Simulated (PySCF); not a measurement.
Potential energy curve for F2, singlet.

- RKS-BHandHLYP = restricted BHandHLYP/cc-pVDZ (PySCF)
- UKS-TPSSh = unrestricted TPSSh/cc-pVDZ in PySCF
- CASSCF(14,8)/cc-pVDZ (PySCF)
- RMP2 = MP2 on RHF/cc-pVDZ, 2 core orbitals frozen (PySCF)

Energies are in eV, each relative to the lowest point of its own curve near equilibrium.

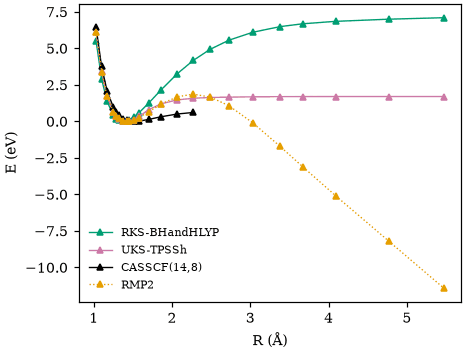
Figure. Energy against bond length for each method.

| R / Å | RKS-BHandHLYP | UKS-TPSSh | CASSCF(14,8) | RMP2 |
|---|---|---|---|---|
| 1.03 | 5.519 | 6.146 | 6.450 | 6.118 |
| 1.10 | 2.931 | 3.435 | 3.770 | 3.419 |
| 1.17 | 1.379 | 1.757 | 2.102 | 1.757 |
| 1.25 | 0.430 | 0.665 | 0.980 | 0.680 |
| 1.29 | 0.183 | 0.350 | 0.631 | 0.367 |
| 1.32 | 0.072 | 0.189 | 0.436 | 0.206 |
| 1.38 | 0.000 | 0.022 | 0.178 | 0.032 |
| 1.42 | 0.038 | 0.000 | 0.080 | 0.000 |
| 1.45 | 0.101 | 0.020 | 0.035 | 0.010 |
| 1.51 | 0.296 | 0.132 | 0.000 | 0.094 |
| 1.58 | 0.605 | 0.351 | 0.022 | 0.267 |
| 1.70 | 1.245 | 0.796 | 0.136 | 0.655 |
| 1.86 | 2.161 | 1.214 | 0.321 | 1.187 |
| 2.07 | 3.280 | 1.477 | 0.512 | 1.695 |
| 2.27 | 4.174 | 1.588 | 0.613 | 1.865 |
| 2.49 | 4.947 | 1.642 | — | 1.672 |
| 2.73 | 5.571 | 1.666 | — | 1.066 |
| 3.03 | 6.105 | 1.685 | — | -0.087 |
| 3.38 | 6.493 | 1.699 | — | -1.706 |
| 3.67 | 6.688 | 1.703 | — | -3.103 |
| 4.09 | 6.854 | 1.706 | — | -5.087 |
| 4.77 | 7.003 | 1.707 | — | -8.201 |
| 5.47 | 7.104 | 1.707 | — | -11.408 |

At the longest distance, 5.47 Å, RKS-BHandHLYP lies highest above its minimum (7.104 eV) and RMP2 lowest (-11.408 eV).

The RMP2 curve passes through a maximum at 2.27 Å and then falls by 13.273 eV up to the last usable point.

Dashes: no converged value, or the column stops at the first point that the program doubted or that broke a chosen test of continuity, which isn't proof of a fault.

The restricted form behind RKS-BHandHLYP, RMP2 keeps the bonding electrons paired and can't separate into open-shell fragments. The unrestricted determinant behind UKS-TPSSh is spin-contaminated at 1.70 to 5.47 Å (<S²> up to 1.0, against 0.00 for a pure singlet).
